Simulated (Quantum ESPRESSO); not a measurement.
# Core-hole calculation of the O K edge in Sc2CO (R-3m), part 3 of 3

Aim: the near-edge shape at the O K edge of Sc2CO (R-3m), and what the core hole does to it.

Quantum ESPRESSO 7.5; X-ray absorption near-edge structure, plane-wave PAW PBEsol, one-electron final states by a Lanczos continued fraction.

So far. Step 8 (Spectrum with XCH, O atom 3): Main maxima below 24 eV (height): 2.8 eV (2.33), 5.8 eV (1.65), 9.0 eV (1.60), 11.1 eV (1.39) and 16.0 eV (0.65).  Step 8 (Spectrum with XCH, O atom 3): The total-energy difference is 536.80 eV. One term is added: -8.91 eV, since the hole is spin-paired here and a spin-polarised one costs that much less in the free atom (computed apart). The photon energy is then 527.89 eV.

## 9. Another broadening

The final state's lifetime shortens with energy, so measured features broaden above the edge; the saved Lanczos coefficients are redrawn with a width that grows.

Contents of xspectra_plot.in:

```
&input_xspectra
   calculation='xanes_dipole', edge='K'
   prefix='x', outdir='tmp', xiabs=2, xe0=12.9512
   xonly_plot=.true., x_save_file='xanes.sav'
   xniter=3000, xcheck_conv=20, xerror=0.005
   xcoordcrys=.false., xepsilon(1)=1, xepsilon(2)=0, xepsilon(3)=0
/
&plot
   xnepoint=413, xemin=-10, xemax=45, terminator=.true., cut_occ_states=.true.
   gamma_mode='variable', gamma_energy(1)=4, gamma_energy(2)=25, gamma_value(1)=0.3, gamma_value(2)=2.5
/
&pseudos
   filecore='../O.wfc'
/
&cut_occ
   cut_desmooth=0.1, cut_stepl=0.05, cut_stepu=0.05, cut_ierror=1e-5
/
6 7 7 0 0 0
```

The run is started by

```
$ OMP_NUM_THREADS=1 xspectra.x -in xspectra_plot.in > xspectra_plot.out
```

The log of the run:

```text
     [... banner and references ...]
Reading input_file
     -------------------------------------------------------------------------

     calculation: xanes_dipole

     xonly_plot: TRUE
        => only the spectrum plot

     main plot parameters:
        cut_occ_states: TRUE
        gamma_mode:  variable
        -> first, constant up to point ( 4.00, 0.30) [eV]
        -> then, linear up to point (25.00, 2.50) [eV]
        -> finally, constant up to xemax
        xemin [eV]: -10.00
        xemax [eV]:  45.00
        xnepoint:  413
[...]
xemin [eV]: -10.00
        xemax [eV]:  45.00
        xnepoint:  413
        energy-dependent broadening parameter:
         -> first, constant up to point ( 4.00, 0.30) [eV]
         -> then, linear up to point (25.00, 2.50) [eV]
         -> finally, constant up to xemax
        Core level energy [eV]:  -543.1
         (from electron binding energy of neutral atoms in X-ray data booklet)

     Cross-section successfully written in xanes.dat

     -------------------------------------------------------------------------
                                END JOB XSpectra
     -------------------------------------------------------------------------
[key lines of the parts left out:]
Fermi level [eV]:  13.3046
```

Elapsed: 12 s, on 1 MPI rank of Arm Neoverse V1, shared host; peak memory 0.05 GiB.

With a Lorentzian half width 0.3 eV up to 4 eV, rising linearly to 2.5 eV at 25 eV, the maxima are 2.8 eV (2.49), 5.8 eV (1.53) and 8.8 eV (1.32).

## 10. Another broadening

The saved Lanczos coefficients are redrawn with another constant width, to see how the features depend on it.

Edit xspectra_plot.in of step 9 so:

```diff
@@ -9,3 +9,3 @@
    xnepoint=413, xemin=-10, xemax=45, terminator=.true., cut_occ_states=.true.
-   gamma_mode='variable', gamma_energy(1)=4, gamma_energy(2)=25, gamma_value(1)=0.3, gamma_value(2)=2.5
+   xgamma=0.15
 /
```

The log of the run:

```text
     [... banner and references ...]
Reading input_file
     -------------------------------------------------------------------------

     calculation: xanes_dipole

     xonly_plot: TRUE
        => only the spectrum plot

     main plot parameters:
        cut_occ_states: TRUE
        gamma_mode:  constant
        -> using xgamma [eV]:  0.15
        xemin [eV]: -10.00
        xemax [eV]:  45.00
        xnepoint:  413
        xe0 [eV]:  12.951200 (energy zero read in input file)

     WARNING: variable ef_r is obsolete

[...]
Using the following parameters:
        xe0 [eV]:   12.9512
        the occupied states are elimintate from the spectrum
        xemin [eV]: -10.00
        xemax [eV]:  45.00
        xnepoint:  413
        constant broadening parameter [eV]:    0.150
        Core level energy [eV]:  -543.1
         (from electron binding energy of neutral atoms in X-ray data booklet)

     Cross-section successfully written in xanes.dat

     -------------------------------------------------------------------------
                                END JOB XSpectra
     -------------------------------------------------------------------------
[key lines of the parts left out:]
Fermi level [eV]:  13.3046
```

Wall time 12 s (1 MPI rank); peak memory 0.05 GiB.

With a Lorentzian half width 0.15 eV, the maxima are 2.8 eV (3.01), 5.6 eV (2.03), 9.0 eV (1.92), 11.1 eV (1.71), 15.0 eV (0.70) and 16.2 eV (0.75).

## 11. What the core hole does

Both curves are counted from their own zero, so only the shift of weight within the empty states shows.

```tsv
E (eV)	no hole	XCH
-2.0	0.05	0.08
-1.0	0.07	0.14
0.0	0.17	0.52
1.0	0.42	1.25
2.0	0.87	1.80
3.0	1.23	2.22
4.0	2.09	1.06
5.0	1.53	0.99
6.0	0.89	1.60
7.0	1.66	1.00
8.0	1.10	1.18
9.0	1.06	1.59
10.0	1.33	1.03
11.0	1.39	1.37
12.0	1.35	0.88
13.0	1.48	0.50
14.0	0.74	0.45
15.0	0.43	0.62
16.0	0.59	0.65
17.0	0.63	0.44
18.0	0.47	0.47
19.0	0.45	0.44
20.0	0.38	0.51
21.0	0.39	0.56
22.0	0.39	0.72
23.0	0.43	1.28
24.0	0.63	1.76
25.0	0.90	2.03
26.0	1.39	1.44
27.0	1.81	1.11
28.0	1.32	0.88
29.0	1.17	0.73
30.0	0.89	0.47
31.0	0.68	0.34
32.0	0.33	0.52
```

With each curve scaled to its own mean, the area from −2 to 6 eV with the hole is 8.8 against 6.8, and the centre of weight from −1 to 20 eV moves by -1.1 eV: the hole pulls the absorber's empty states down.

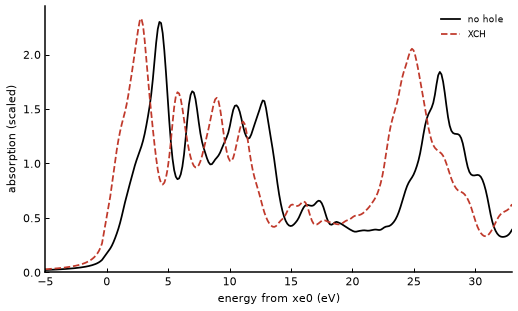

The O K edge with and without the core hole, each from its own zero; the highest intensity below 16 eV lies at 2.8 eV with the hole.

## 12. Runs not followed above

These runs aren't followed: redraws of a spectrum that repeat one shown, runs with a planted fault or a state judged unsound, or a program's part that gave no sound spectrum.

| program | step | status | elapsed |
| --- | --- | --- | --- |
| Quantum ESPRESSO | spectrum with XCH, other settings | converged | 65 s |

## 13. Outcome

```
absorber and edge                               : O K, atom 3 of the ground-state input (counted from 1)
surroundings                                    : 6 Sc at 2.33 Å (octahedral, site symmetry -3m)
highest intensity below 16 eV                   : 2.8 eV above the zero, height 2.33
photon energy of the zero, with the added terms : 527.9 eV (raw 536.8 eV; PBEsol puts this hole about 2 eV below PBE, itself good to a few eV)
```

The O K edge of atom 3, with 6 Sc at 2.33 Å (octahedral, site symmetry -3m), has its highest intensity of the first 16 eV at 2.8 eV above the zero, near 531 eV in photon energy (PBEsol puts this hole about 2 eV below PBE, itself good to a few eV), 2.3 times the mean level of the first 20 eV (Lorentzian half width 0.4 eV). With each curve scaled to its own mean, the area from −2 to 6 eV with the hole is 8.8 against 6.8, and the centre of weight from −1 to 20 eV moves by -1.1 eV: the hole pulls the absorber's empty states down. At the O K edge of atom 3 polarisation matters most near 11.2 eV, where the curves differ by 1.5 on this scale. The unit cell's mesh shows no gap over 0.35 eV. That is right for a metallic compound; for a small-gap or correlated insulator it would be the fault of the functional or of the assumed magnetic order, and the hole would be screened too well. The holes are only 5.6 Å apart, so the shape is probably not converged with cell size; no larger cell was run here. The structure is a computed Materials Project entry and may be a hypothetical form.

[Banner, clock and machine lines of the logs are left out without a mark of their own.]

[Logs are printed without paths, hosts, clocks, repeated set-up lines and the standing remarks that a program may print on its own settings, such as how far it seeks lower states.]

[Hosts, paths, dates, database ids (printed as entryN), source tags and the programs' standing remarks are cut or masked in the printed files.]

[Lists of maxima count a maximum above −3 eV only where it reaches 4 % of the highest in the window and stands out from its surroundings by 2 % of it (1.5 % where it reaches 55 %); shoulders and weaker maxima are passed over, and of the rest the first, up to two pre-edge ones and the few strongest are named.]
